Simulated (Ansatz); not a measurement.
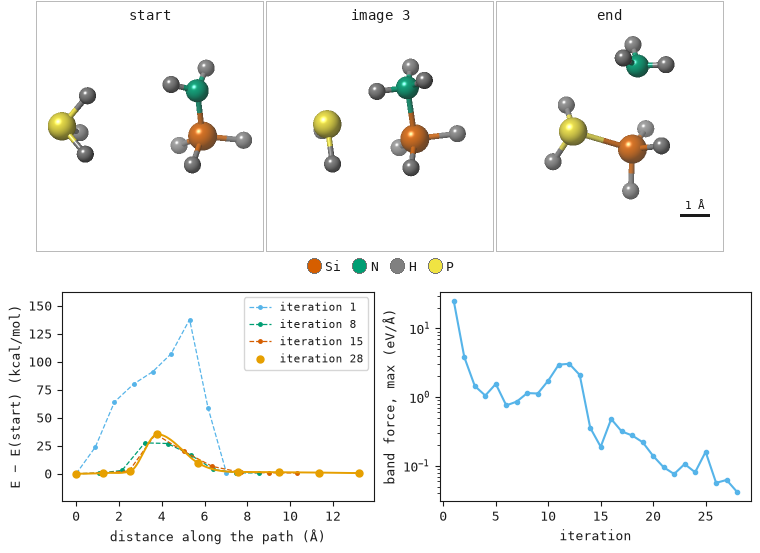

A search for the minimum-energy path of SiPNH$_{8}$, made up of SiNH$_{5}$ and PH3 by the nudged elastic band. Images are numbered from 0 (start) to 8 (end). The plot follows the band through its iterations. A ball-and-stick model, seen at a tilt.

Computed with RKS revPBE/6-31G* (Ansatz). Set-up: 7 movable images; climbing image; force threshold 0.05 eV/Å; iteration limit 60; starting path through a guess of the saddle point.

> Did the band converge, and can the barrier be trusted?

The result is final at these settings. The band converged in 28 iterations. The largest component of the band force went from 25 to 0.042 eV/Å. The climbing image converged on the top of the path. Its vibrational analysis gives one imaginary mode (307i cm⁻¹), as a transition state must have. The first iteration put the highest image at 137.8 kcal/mol. The energy climbs by 35.2 kcal/mol to image 3 and then falls by 34.5 kcal/mol, so the end point sits at +0.7 kcal/mol.

Limits of the set-up: the start holds two separate molecules, 3.0 Å apart at their closest, whose relative position is a soft coordinate and is computed without a dispersion correction.

The run took 7.6 min on 1 thread of Arm Neoverse V1, with other jobs on the host, peak memory 0.12 GiB.
